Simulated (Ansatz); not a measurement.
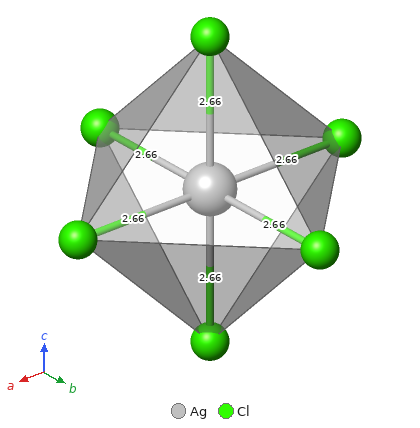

Coordination of Ag in AgCl (Fm-3m); bond lengths in Å. Shape measures S are computed against regular polyhedra or, for capped shapes, the nearer of the equal-edge and equal-bond forms. Source: coordinates from a relaxation with DFT LDA, scalar-relativistic, plane waves, PAW in Ansatz.

What geometry does the central atom have?

AgCl6: an essentially ideal octahedron (coordination number 6, S = 0.00; next best trigonal prism, S = 16.7).

Does the central atom sit at the centroid of its ligands?

Yes, to within 0.01 Å; the site symmetry is m-3m.
